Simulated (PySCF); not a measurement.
**SiBr₂ (charge +1): frequency calculation**

The run: frequency calculation of SiBr₂, charge +1, multiplicity 2. Method and program: UKS-based PBE0, Si def2-TZVP, Br def2-TZVP; non-relativistic Hamiltonian; density fitting (PySCF 2.14.0).

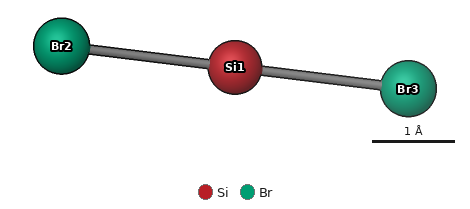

Fig. 1: The input geometry (ball-and-stick view, seen at a tilt; atoms are numbered from 1 in the order of the input). Bond lengths as drawn: Br–Si 2.18 Å.

Input file
```python
from pyscf import gto, scf, dft
mol = gto.M(atom='''
Si    -0.000000    -0.000000    -0.000000
Br    -0.000000     0.000000     2.183309
Br     0.000000     0.000000    -2.183309''',
    basis={'Si': 'def2-TZVP', 'Br': 'def2-TZVP'},
    charge=1, spin=1)
mf = dft.UKS(mol, xc='PBE0')
mf.grids.atom_grid = (75, 302)
aux = {'Si': 'def2-universal-JKFIT', 'Br': 'def2-universal-JKFIT'}
mf = mf.density_fit(auxbasis=aux)
mf.conv_tol = 1e-09
mf.diis_space = 10
mf.max_cycle = 60
mf.verbose = 4
mf.kernel()
```

The script is an equivalent of the set-up of the self-consistent field. The run itself was carried out by a driver, which started from the orbitals of the step before it where there was one and computed the further properties.

Run as:
```bash
OMP_NUM_THREADS=4 python axn.py task.json out
```

The program's output
```
init E= -5436.79222606355
  alpha nocc = 42  HOMO = -0.455831314393343  LUMO = -0.311777592294677
  beta  nocc = 41  HOMO = -0.547712537646065  LUMO = -0.358339973631999
  HOMO = -0.455831314393  LUMO = -0.358339973632  gap/eV = 2.65287
cycle= 1 E= -5436.79222606354  delta_E= 8.19e-12  |g|= 1.9e-06  |ddm|= 3.33e-06
  alpha nocc = 42  HOMO = -0.455830951212395  LUMO = -0.311776900757227
  beta  nocc = 41  HOMO = -0.54771261790294  LUMO = -0.358339580655349
  HOMO = -0.455830951212  LUMO = -0.358339580655  gap/eV = 2.65288
Extra cycle  E= -5436.79222606354  delta_E= 8.19e-12  |g|= 3.43e-06  |ddm|= 5.47e-06
converged SCF energy = -5436.79222606354  <S^2> = 0.76017213  2S+1 = 2.0101464
```

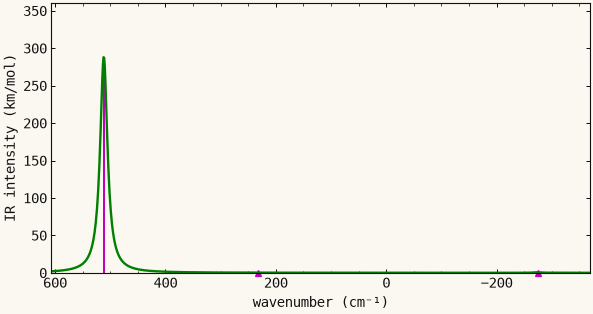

Fig. 2: Harmonic infrared spectrum, unscaled: sticks (degenerate modes added up, dark ones marked on the axis) with a Lorentzian envelope of 16 cm⁻¹ full width, scaled to the tallest stick; imaginary modes are drawn at negative wavenumbers. 4 modes from 274i to 512 cm⁻¹, 2 imaginary beyond 8i (274i, 274i cm⁻¹): not a minimum. The strongest line is at 512 cm⁻¹ (288 km/mol). All modes, in cm⁻¹ (km/mol): 274i (0.4), 274i (0.4), 233 (0.0), 512 (288).

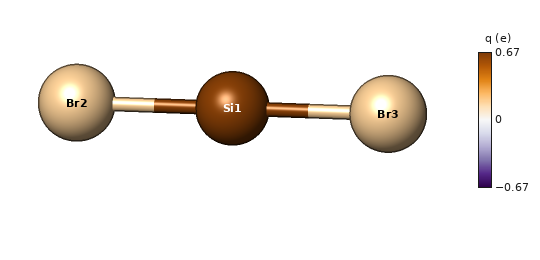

Fig. 3: Mulliken charges, as the colour of each atom (ball-and-stick view, seen at a tilt; atoms are numbered from 1 in the order of the input; Mulliken charges depend strongly on the basis). By element: Si +0.64 and Br +0.18 e.

Summary

| quantity | value |
| --- | --- |
| outcome | converged |
| total energy | −5436.792226 hartree |
| ⟨S²⟩ | 0.760 |
| zero-point energy | 0.001696 hartree |
| wavenumbers, lowest and highest | 274i and 512 cm⁻¹ |
| hardware | 4 threads of Arm Neoverse V1, 24 GiB of memory available, shared host |
| wall time | 44 s (CPU time 2.3 min) |
| peak memory | 1.1 GiB |
